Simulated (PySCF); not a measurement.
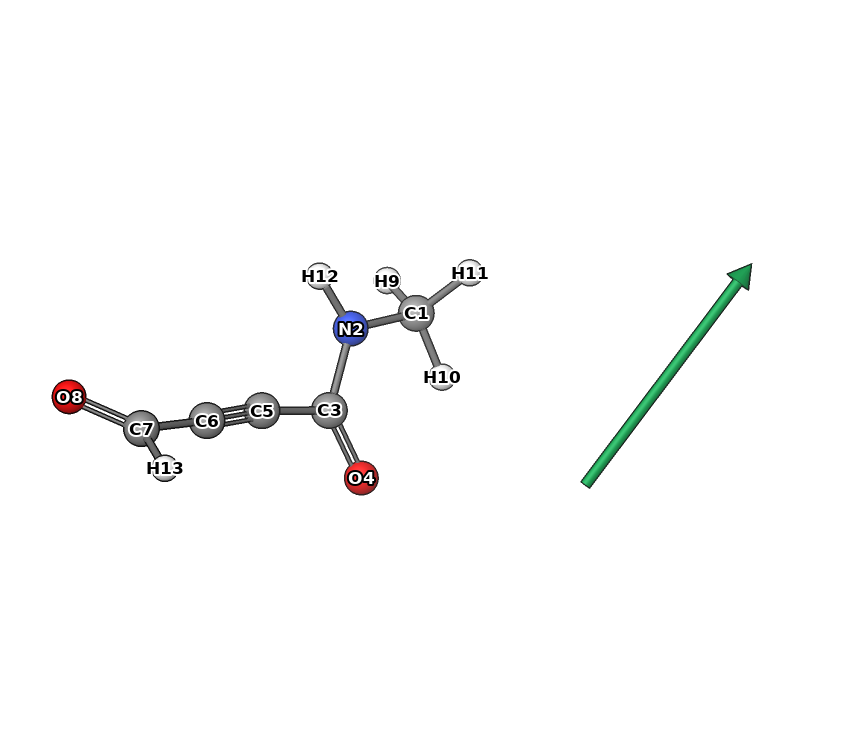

The arrow beside the molecule shows the direction of the dipole moment, from the negative to the positive end (its length means nothing). The computed structure is the end point of a GFN2-xTB optimisation. No frequency run is at hand to confirm it as a minimum. Method: PBE0/def2-SVPD, gas phase (PySCF 2.14.0).

**Estimate the dipole moment.**

3.79 D; it points from the side of O8, H13 to the side of H11 (the outermost atoms at the two ends).
